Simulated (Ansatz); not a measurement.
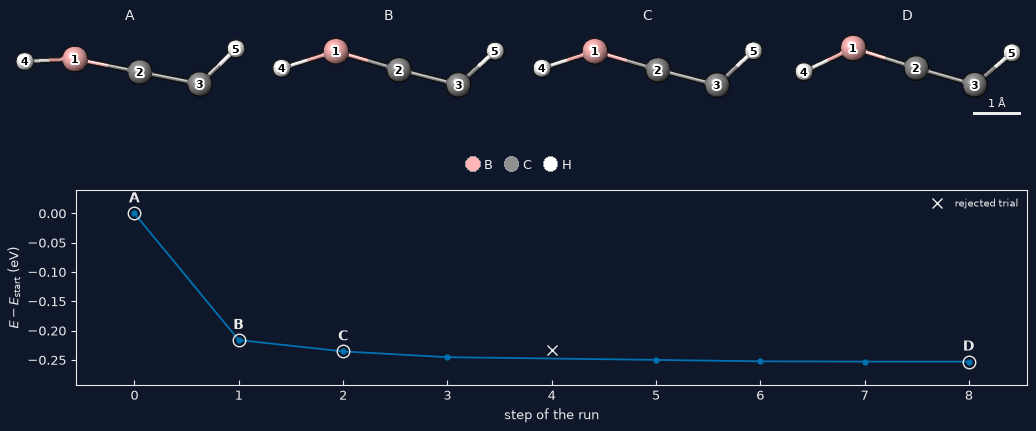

Frames of a relaxation of C2H2B (charge −1), marked on the history of the run. A ball-and-stick model, seen at a tilt.

It is one of the separated reactants of a reaction.

The calculation used RKS PBE-D4/def2-SVPD (Ansatz).

Input
```yaml
crystal:
  periodic: [false, false, false]
  atoms:
    - {symbol: B, position_ang: [-1.995651, -0.644227, 0.574789]}
    - {symbol: C, position_ang: [-0.686566, -0.221744, 0.197838]}
    - {symbol: C, position_ang: [0.523297, 0.168928, -0.150719]}
    - {symbol: H, position_ang: [-2.803935, -0.891882, 1.354432]}
    - {symbol: H, position_ang: [0.716304, 0.919846, -0.931128]}
basis:
  gaussian: {orbitals: def2-SVPD}
total_charge: -1
hamiltonian: {xc: pbe, dispersion: d4}
relax: {f_tol: 0.03, max_steps: 250}
```

Command:
```bash
ansatz run in.yaml --threads 2 --pin off --events-out ev --progress --plain --max-ram 4352MiB
```

### Describe the path.

After 7 accepted moves (8 points after the start) the energy has fallen by 0.253 eV. The largest force component goes from 1.6 to 0.022 eV/Å. The line search rejected the trial step at point 4 of the run. The atom that moves furthest after the best rigid fit is B1 (0.24 Å). By element the largest moves are B 0.24 Å, H 0.23 Å, C 0.11 Å. Near-neighbour distances that change, for instance: B1–H4 1.150 → 1.213 Å, C3–H5 1.100 → 1.115 Å, C2–C3 1.318 → 1.312 Å. Bond angles that change, for instance: C2–B1–H4 152.6° → 133.3°, C2–C3–H5 123.4° → 119.8°. Cost: 7 s on 2 threads of Arm Neoverse V1 (shared host). From step 0 to 1: B1 moves most (0.19 Å), energy −0.216 eV. From step 1 to 2: H4 moves most (0.03 Å), energy −0.019 eV. From step 2 to 8: H4 moves most (0.10 Å), energy −0.017 eV.
